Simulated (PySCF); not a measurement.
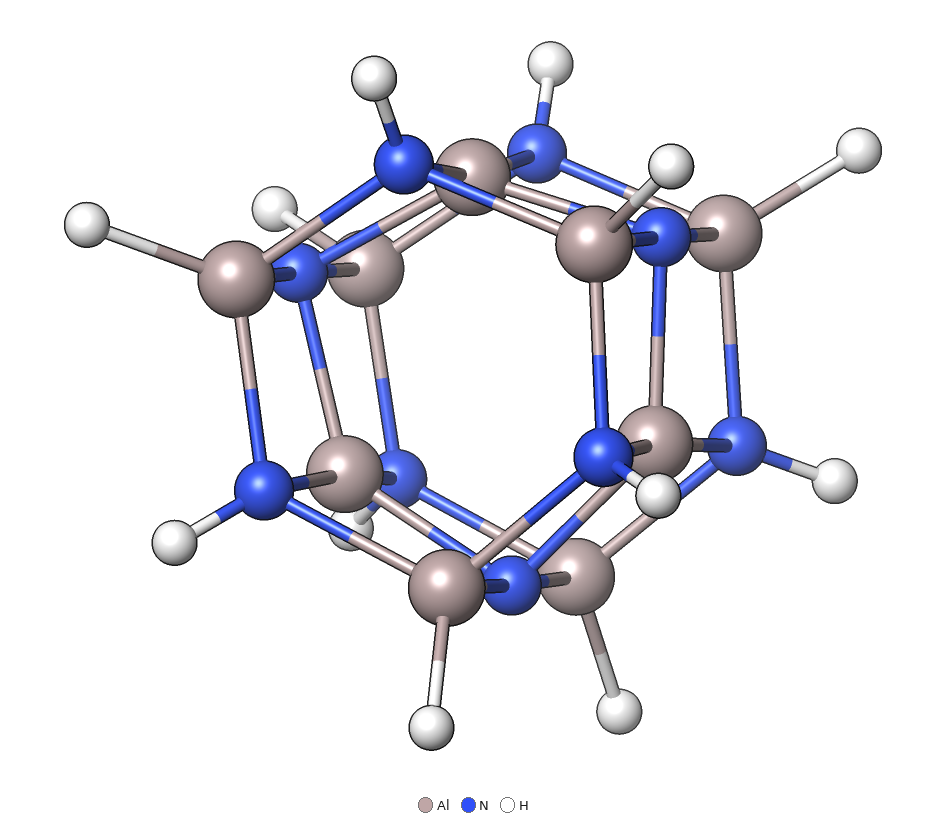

The computed structure is the end point of a GFN2-xTB optimisation. No frequency run is at hand to confirm it as a minimum. Method: B3LYP/def2-SVP, gas phase (PySCF 2.14.0). Excitations: vertical, Tamm–Dancoff approximation.

Estimate the mean static polarisability.

Answer. 210.5 bohr³.

Estimate the lowest vertical singlet excitation.

Answer. 4.87 eV.

What is the brightest of the 8 lowest singlets?

Answer. 5.52 eV.

What is the HOMO energy (Kohn–Sham orbital)?

Answer. −7.14 eV.

The geometry is semi-empirical. Around Al such bond lengths and angles can be off by a tenth of an ångström or more and by several degrees, and values that hang on the shape move with them.
